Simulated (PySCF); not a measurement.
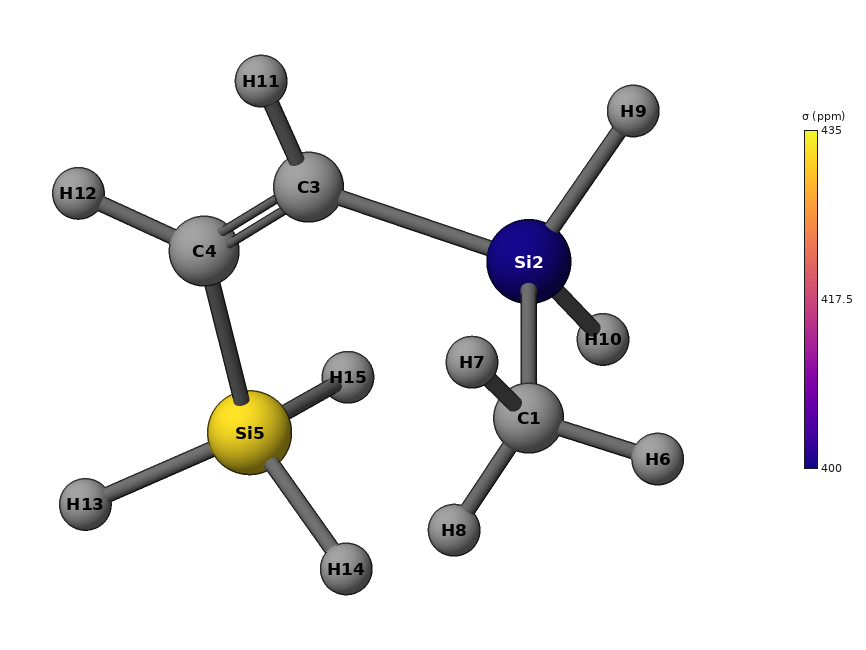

Atoms are coloured by their isotropic NMR shieldings (Si only, the others grey). The geometry was computed by an optimisation with PBE0-D3(BJ)/def2-SVP. No frequency run is at hand to confirm it as a minimum. Method: GIAO PBE0/pcSseg-1 NMR shielding, non-relativistic, IEF-PCM cyclohexane (PySCF 2.14.0).

Give the isotropic NMR shieldings of the Si atoms atom by atom.

```json
{"atom": "Si2", "σ (ppm)": "400.5"}
{"atom": "Si5", "σ (ppm)": "432.6"}
```
